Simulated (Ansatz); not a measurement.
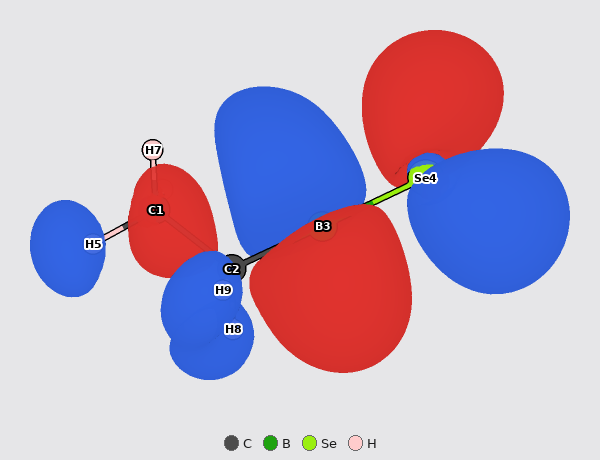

The picture shows: C2H5BSe (SMILES CCB=[Se]). One frontier orbital at ±0.06 Å⁻³ᐟ² (red and blue are the two phases), seen at a tilt.

Geometry: PBE0-D3(BJ)/pcseg-1.

Theory: isolated molecule in a Gaussian basis; Kohn-Sham density functional theory, functional PBE0 in Ansatz.

```yaml
atoms:
  - { symbol: C, position_ang: [-0.7050, -0.1533, -0.3058] }
  - { symbol: C, position_ang: [-0.5920, 0.5376, -1.6676] }
  - { symbol: B, position_ang: [0.7335, 0.3013, -2.3937] }
  - { symbol: Se, position_ang: [2.2488, 0.0237, -3.2103] }
  - { symbol: H, position_ang: [-1.6768, 0.0591, 0.1544] }
  - { symbol: H, position_ang: [0.0749, 0.1907, 0.3825] }
  - { symbol: H, position_ang: [-0.6088, -1.2406, -0.4004] }
  - { symbol: H, position_ang: [-0.7248, 1.6257, -1.5611] }
  - { symbol: H, position_ang: [-1.4023, 0.2078, -2.3367] }
```

Q: Which orbital is it: HOMO or LUMO?

A: The LUMO, at −0.90 eV. By Hirshfeld shares it lies mainly on B3 (about 40 %), Se4 (about 35 %), C2 (about 10 %) and C1 (about 5 %); π-antibonding (π*) across B3–Se4.
